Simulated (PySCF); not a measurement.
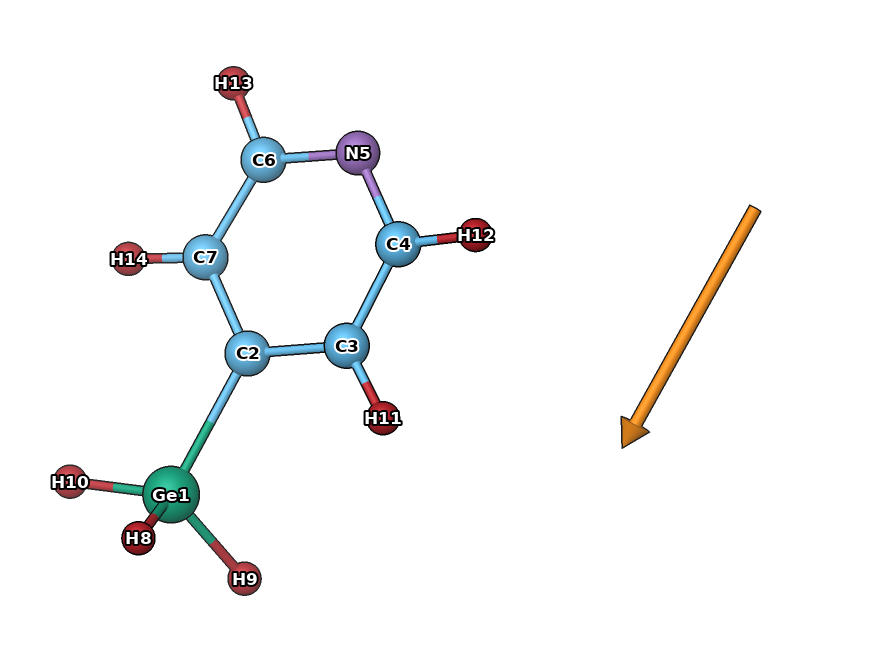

The arrow beside the molecule shows the direction of the dipole moment, from the negative to the positive end (its length means nothing). The computed structure is the end point of a GFN2-xTB optimisation. No frequency run is at hand to confirm it as a minimum. Method: PBE0/def2-SVPD, gas phase (PySCF 2.14.0).

Q: Estimate the dipole moment.

A: 1.81 D; it points from the side of N5, H12, H13 to the side of H8, H9, H10 (the outermost atoms at the two ends).

The geometry is semi-empirical. Around Ge such bond lengths and angles can be off by a tenth of an ångström or more and by several degrees, and values that hang on the shape move with them.
